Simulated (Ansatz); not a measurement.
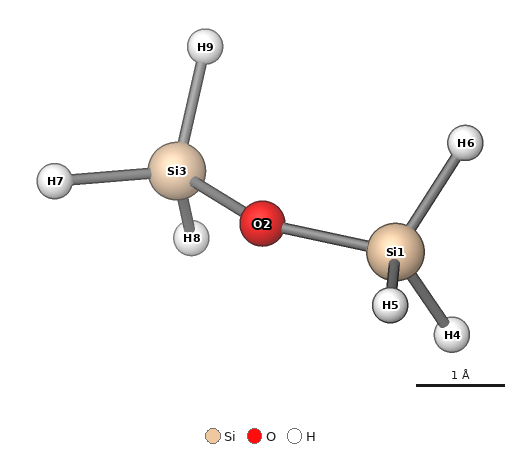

The structure (ball-and-stick view, seen at a tilt; atoms are numbered from 1 in the order of the input).

**Single-point calculation, with input and output: Si$_{2}$H$_{6}$O**

- system: Si$_{2}$H$_{6}$O, SMILES [SiH3]O[SiH3]
- method: RHF, mp2/ANO-RCC-VTZP (Ansatz 0.2.0)

The geometry comes from this level: PBE0-D4/def2-TZVP.

### Input file
```yaml
crystal:
  periodic: [false, false, false]
  atoms:
    - {symbol: Si, position_ang: [-0.702291, 1.048814, -0.921045]}
    - {symbol: O, position_ang: [0.432517, 0.094921, -0.234816]}
    - {symbol: Si, position_ang: [0.786741, -1.043850, 0.881570]}
    - {symbol: H, position_ang: [-1.774675, 0.216107, -1.526409]}
    - {symbol: H, position_ang: [-0.049612, 1.862648, -1.974489]}
    - {symbol: H, position_ang: [-1.305207, 1.944980, 0.100382]}
    - {symbol: H, position_ang: [2.234600, -1.349354, 0.789769]}
    - {symbol: H, position_ang: [-0.001164, -2.277734, 0.623467]}
    - {symbol: H, position_ang: [0.467691, -0.542930, 2.244370]}
basis:
  gaussian: {orbitals: ANO-RCC-VTZP}
hamiltonian: {xc: {name: HF}}
correlation: {method: mp2, frozen_orbitals: {Si: 0}}
```

Hardware: 4 threads of Arm Neoverse V2, 23 GiB of memory available, shared host.

Command:
```bash
ansatz run in.yaml --threads 4 --pin off --events-out ev --progress --plain --max-ram 10444MiB
```

### Log
```
Functional definition: HF
  name "HF"
  cite "Fock, Z. Phys. 61, 126 (1930) doi:10.1007/BF01340294"
  parent pbe
  exchange = exact_x
  correlation = 0
Error: "frozen_orbitals" has no count for O
```

### What the run reported

- outcome: refused by the program

### Diagnosis

A setting was made wrong on purpose: more core orbitals are frozen than the atom can spare. The program refused the input: “"frozen_orbitals" has no count for O”
